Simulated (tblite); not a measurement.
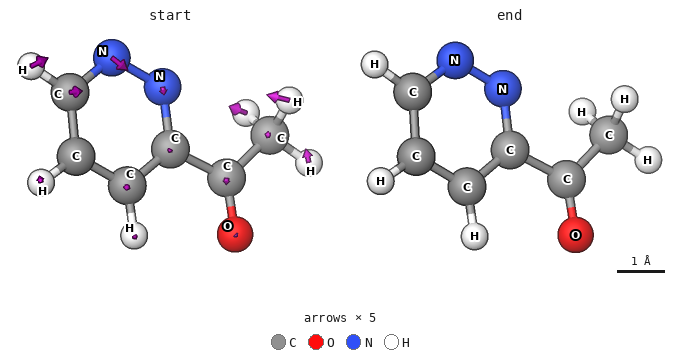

The structure of C$_{6}$H$_{6}$N$_{2}$O before (left) and after (right) a relaxation, at one scale. The purple arrows give the displacements, 5 times their true length.

The picture is a ball-and-stick view, seen at a tilt.

Level of theory: tblite 0.8.0, GFN2-xTB geometry optimisation, gas phase. 

> Describe what moved and what it gained.

After 31 geometry steps the energy has fallen by 21.2 kJ/mol. The atom that moves furthest after the best rigid fit is an H atom (0.11 Å). By element the largest moves are H 0.11 Å, N 0.10 Å, C 0.07 Å, O 0.02 Å. Some distances before and after: N–N 1.368 → 1.294 Å, C–N 1.349 → 1.321 Å, C–H 1.105 → 1.086 Å, C–O 1.226 → 1.208 Å. Bond angles that change, for instance: H–C–H 110.9° → 107.1°, H–C–H 107.3° → 110.4°, H–C–H 107.8° → 110.4°.
